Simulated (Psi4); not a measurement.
## Exact exchange and the HOMO–LUMO gap of CuF (fluorocopper)

The species is CuF (2 atoms), meant as a singlet with charge 0. As SMILES, `[F][Cu]`. The shape is that of a PBE0-D4/def2-TZVP optimisation.

The HOMO–LUMO gap y, in eV, basis def2-TZVPP; a is the functional's share of exact exchange. Programs: Psi4 1.11.

| functional | program | a | y (eV) |
| --- | --- | --- | --- |
| revPBE | Psi4 | 0 | 1.93 |
| TPSS | Psi4 | 0 | 2.07 |
| TPSSh | Psi4 | 0.1 | ? |
| B3LYP | Psi4 | 0.2 | 3.88 |
| PBE0 | Psi4 | 0.25 | 4.49 |
| BHLYP | Psi4 | 0.5 | 6.93 |

Fit y = c + s·a to the known rows and predict TPSSh.


1. Means of the 5 rows: a = 0.1900, y = 3.860.
2. Σ(Δa)² = 0.172, Σ(Δa·Δy) = 1.6965, so the slope is 1.6965/0.172 = 9.8634.
3. Intercept: 3.860 − (9.8634) × 0.1900 = 1.986. The largest residual of the fit is 0.084.
4. TPSSh: 1.986 + (9.8634) × 0.1 = 2.97 eV.

The run gave 3.07 eV, so the prediction is off by -0.10 eV, about the largest residual. Exact exchange lowers occupied levels and raises empty ones. The rows mix families of semi-local functionals, which the line can't see.

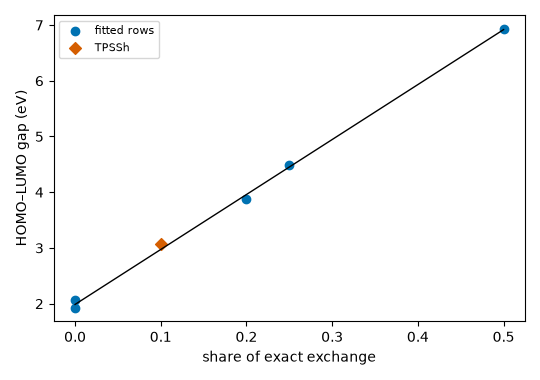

The fitted line, with the withheld row.
